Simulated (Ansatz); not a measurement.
A series of calculations on CH$_{7}$NSi$_{2}$

### Relaxation

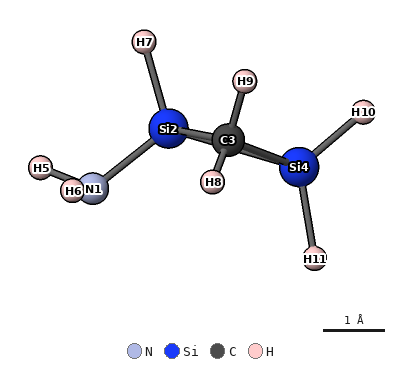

Starting structure of CH₇NSi₂. Style: ball-and-stick. Shown face on.

The run prepares an end point of a later path (torsion) calculation, from a guessed geometry.

Theory: RKS r2SCAN/def2-SVP (Ansatz 0.2.0).

The input:
```yaml
crystal:
  periodic: [false, false, false]
  atoms:
    - { symbol: "N", position_ang: [-1.3447, 1.1674, -0.6852] }
    - { symbol: Si, position_ang: [0.1942, 0.6563, -0.5778] }
    - { symbol: C, position_ang: [0.2208, -0.3901, 0.8979] }
    - { symbol: Si, position_ang: [0.7984, -1.5301, -0.4206] }
    - { symbol: H, position_ang: [-1.4101, 2.1227, -1.1543] }
    - { symbol: H, position_ang: [-1.7804, 1.3661, 0.2331] }
    - { symbol: H, position_ang: [1.1698, 1.7772, -0.3599] }
    - { symbol: H, position_ang: [-0.65, -0.5912, 1.3939] }
    - { symbol: H, position_ang: [1.0355, -0.1362, 1.6691] }
    - { symbol: H, position_ang: [2.159, -1.9291, -0.3264] }
    - { symbol: H, position_ang: [-0.3272, -2.5699, -0.649] }
basis:
  gaussian: { orbitals: def2-SVP }
hamiltonian:
  xc: r2scan
relax:
  f_tol: 0.015
  max_steps: 40
output:
  orbitals: {}
```

Launched with:
```bash
ansatz run input.yaml --threads 2 --pin off --max-ram 3072MiB --backend cpu --events-out ev --progress --plain --runs-dir out
```

**Predict the outcome.**

H5 moves most after the best rigid fit: 0.89 Å. Largest moves by element: H 0.89 Å, Si 0.35 Å, C 0.31 Å, N 0.15 Å. Near-neighbour distances that change, for instance: N1–Si2 1.625 → 1.730 Å, Si2–C3 1.809 → 1.897 Å, C3–Si4 1.836 → 1.919 Å, C3–H8 1.022 → 1.100 Å. Bond angles that change, for instance: N1–Si2–C3 104.5° → 115.2°, H5–N1–H6 101.1° → 110.5°, C3–Si4–H11 107.1° → 115.6°. After 10 accepted moves (13 points after the start) the energy has fallen by 26.2 kcal/mol. Largest force component: 4.3 eV/Å at the start, 0.011 eV/Å at the end. The line search rejected the trial steps at points 7, 8, 11 of the run. The run took 78 s on 2 threads of Arm Neoverse N1 (shared host), peak memory 0.16 GiB.

Final geometry:

```xyz
11

N    -1.3938    1.2983   -0.6213
Si    0.2125    0.7750   -0.2494
C     0.3466   -0.4724    1.1731
Si    0.7122   -1.4190   -0.4555
H    -1.6703    1.3913   -1.5940
H    -1.8339    2.0192   -0.0546
H     1.3131    1.7882   -0.2578
H    -0.5918   -0.7449    1.6777
H     1.1717   -0.3631    1.8912
H     2.1098   -1.9059   -0.6294
H    -0.3107   -2.4236   -0.8592
```

After the run, drawn alike:

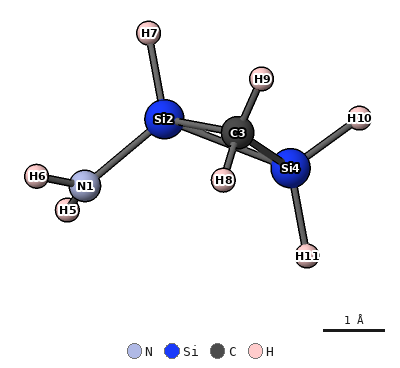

### Relaxation

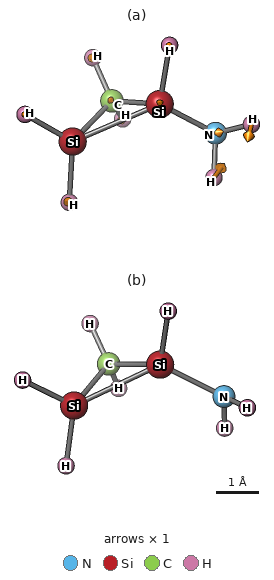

The structure of CH$_{7}$NSi$_{2}$ before (top) and after (bottom) a relaxation, at one scale. The orange arrows give the displacements, at their true length.

The picture is a ball-and-stick view, seen face on.

The run prepares an end point of a later path (torsion) calculation, from a guessed geometry.

Method: Ansatz 0.2.0, RKS r2SCAN/def2-SVP. (no spin polarisation; force threshold 0.015 eV/Å; at most 40 steps)

### What changed between the two?

After 13 accepted moves (15 points after the start) the energy has fallen by 1.113 eV. The largest force component goes from 4.4 to 0.013 eV/Å. The line search rejected the trial steps at points 10, 14 of the run. An H atom moves most after the best rigid fit: 0.72 Å. By element the largest moves are H 0.72 Å, N 0.28 Å, C 0.17 Å, Si 0.16 Å. Some distances before and after: N–Si 1.625 → 1.734 Å, C–Si 1.836 → 1.936 Å, C–H 1.022 → 1.101 Å, H–Si 1.421 → 1.493 Å. Among the angles between lasting bonds that change: N–Si–C 104.5° → 116.9°, H–Si–H 121.1° → 112.0°, C–Si–H 107.7° → 116.8°. Cost: 88 s on 2 threads of Arm Neoverse N1, on a shared host, peak memory 0.15 GiB.

### Path

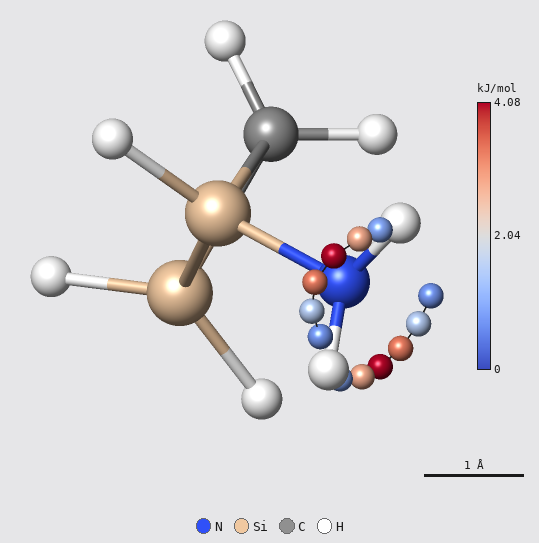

NEB run on CH₇NSi₂. Images are numbered from 0 (start) to 6 (end). The start is drawn whole; smaller spheres mark the moving atoms (H) in the later images, joined by lines and coloured by the energy of the image relative to the start. A ball-and-stick model, seen from a free direction.

Level of theory: RKS r2SCAN/def2-SVP in Ansatz 0.2.0. Run with 5 movable images; climbing image; force threshold 0.03 eV/Å; iteration limit 60; starting path through a guess of the saddle point.

> What moves, how far, and at what cost in energy?

The motion is a rotation about the N–Si bond by about 115°. No bond forms or breaks between the ends. Among the angles between lasting bonds that change up to the highest image: N–Si–H 118.5° → 110.4°, N–Si–Si 118.7° → 126.2°. The highest point, image 3, lies 4.08 kJ/mol above the start and 3.30 kJ/mol above the end; the end is at +0.78 kJ/mol relative to the start. The band converged in 11 iterations. The largest component of the band force went from 27 to 0.03 eV/Å. The climbing image converged on the top of the path. Its vibrational analysis gives one imaginary mode (172i cm⁻¹), as a transition state must have.
